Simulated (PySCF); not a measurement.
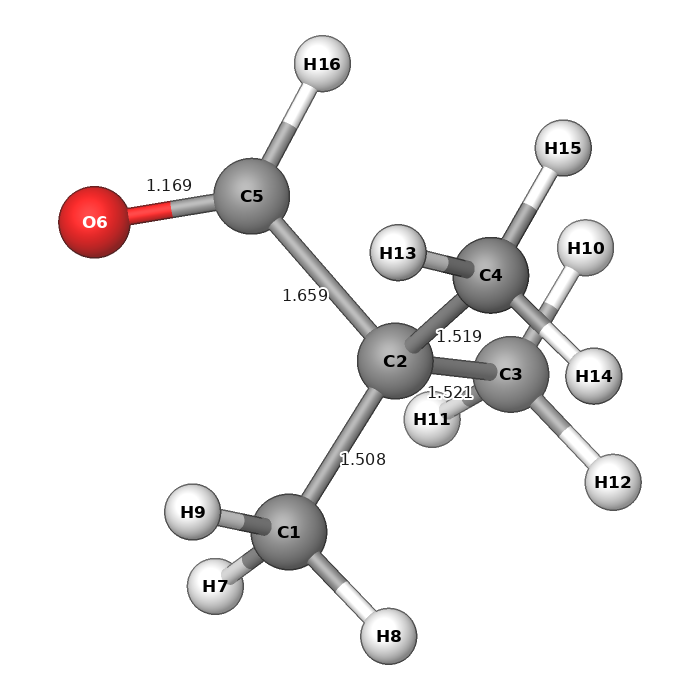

Bond lengths are marked in Å; every bond is drawn as one stick. State: charge +1, doublet. The geometry was computed by an optimisation with PBE0-D3(BJ)/def2-SVP. No frequency run is at hand to confirm it as a minimum.

Assign a bond order to each marked bond.

C1–C2 single; C2–C3 single; C2–C4 single; C2–C5 single; C5–O6 double. This is one Lewis structure.

Give the structure as SMILES.

CC(C)(C)C=[O+]
